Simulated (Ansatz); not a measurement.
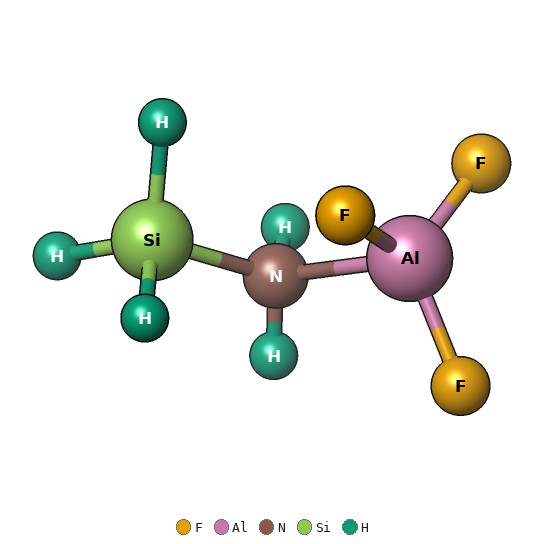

The computed structure is the end point of a PBE-D4/def2-SVP optimisation. No frequency run is at hand to confirm it as a minimum. Properties computed with RKS PBE-D4/def2-SVP (Ansatz 0.2.0).

What does the calculation give?

The species is AlF₃H₅NSi (`[F][Al-]([F])([F])[NH2+][SiH3]`).
- dipole moment: 5.72 D
- dispersion correction: −23.1 kJ/mol
